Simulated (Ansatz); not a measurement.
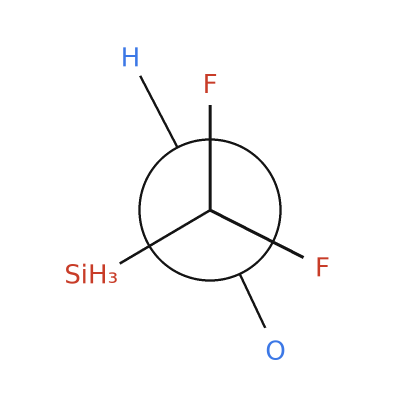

A Newman projection along the C–C bond, carbon in front; angles are drawn as computed, but eclipsed bonds slightly apart. The computed structure is the end point of a PBE0-D4/def2-TZVP optimisation. No frequency run is at hand to confirm it as a minimum.

Question: Which molecule is it?

Answer: C2H4F2OSi, O=CC(F)(F)[SiH3]

Question: What is the torsion angle from the front SiH3 to the back O? The sign is positive where the front bond must turn clockwise to cover the back bond.

Answer: −84°, about perpendicular.
